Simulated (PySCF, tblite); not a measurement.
# C₅H₆B radical: geometry, infrared bands and EPR parameters

Aim: predict the infrared bands and EPR parameters of C₅H₆B radical (`[H]/[C]=C/B(C)C#C`).

Computed with tblite 0.8.0 and PySCF 2.14.0, with density-fitted response routines of our own, on a single molecule in the gas phase. Atoms are numbered from 0 throughout.

## 1. The molecule as given

12 atoms, charge 0, multiplicity 2; geometry from: force field or distance geometry start.

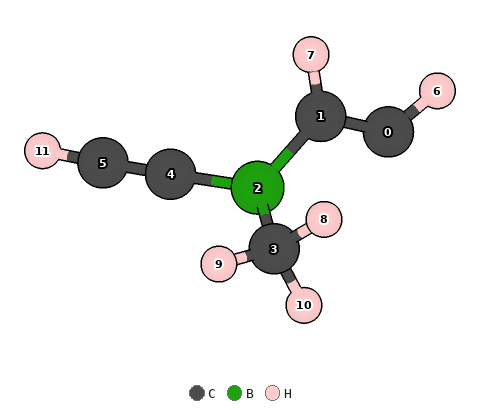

The starting geometry (carbon dark grey, boron green, hydrogen pink), atoms numbered.

## 2. Geometry optimisation with GFN2-xTB

The job: settings as JSON, then the geometry in Å.

```
{"job": {"kind": "relax", "xc": "GFN2-xTB", "basis": "xTB"}, "charge": 0, "multiplicity": 2}
C      1.786100    -1.256000    -0.863700
C      1.178700    -0.669000     0.145000
B     -0.140400     0.097300    -0.139600
C     -1.469700    -0.760900    -0.157200
C     -0.153600     1.597200     0.178200
C     -0.141200     2.771800     0.424000
H      2.684300    -1.813800    -0.847900
H      1.617900    -0.737000     1.138400
H     -1.217800    -1.786900     0.278800
H     -2.313400    -0.301000     0.377800
H     -1.719000    -0.960700    -1.227500
H     -0.110700     3.818300     0.667700
```

Run with:

```bash
> OMP_NUM_THREADS=1 python probes_run.py task.json out
```

One launch serves the whole session: the jobs run in the order shown.

**Question.** This job is followed by: GFN2-xTB harmonic vibrations, gas phase; UKS B3LYP, pcH-1 on B C H, non-relativistic, mean-field spin-orbit, GIAO. What will the session give for the following? strongest single infrared mode (GFN2-xTB); zero-point energy (GFN2-xTB); g(iso) (B3LYP); ⟨S²⟩; largest a(iso) (averaged by class); potential on the surface of density 0.002 e/bohr³, 1st and 99th percentile.

The runs gave:

| quantity | value |
| --- | --- |
| strongest single infrared mode (GFN2-xTB) | 1188 cm⁻¹, 174 km/mol |
| zero-point energy (GFN2-xTB) | 53.7 kcal/mol |
| g(iso) (B3LYP) | 2.00212 |
| ⟨S²⟩ | 0.760 (exact 0.75) |
| largest a(iso) (averaged by class) | 13C on C0, 302.1 MHz |
| potential on the surface of density 0.002 e/bohr³, 1st and 99th percentile | -0.73 V and 1.54 V |

Over 110 steps the energy fell by 0.465 eV; of the close pairs, C3–H8 changed most, 1.143 to 1.087 Å. No mode is imaginary among the 30: a minimum at this level. The strongest single mode, at 1188 cm⁻¹, moves mainly B2 and H7. GFN2-xTB is a fitted tight-binding method: band positions and strengths are rough. Its intensities can rank the bands wrongly. Most of the unpaired spin sits on C0 (1.02 e). The isotropic g lies 0.2 ppt below the free-electron value. These values are for one conformer; the search (at its own cheap level) found 1 more, at 0.12 kcal/mol, and measured spectra average over such forms.
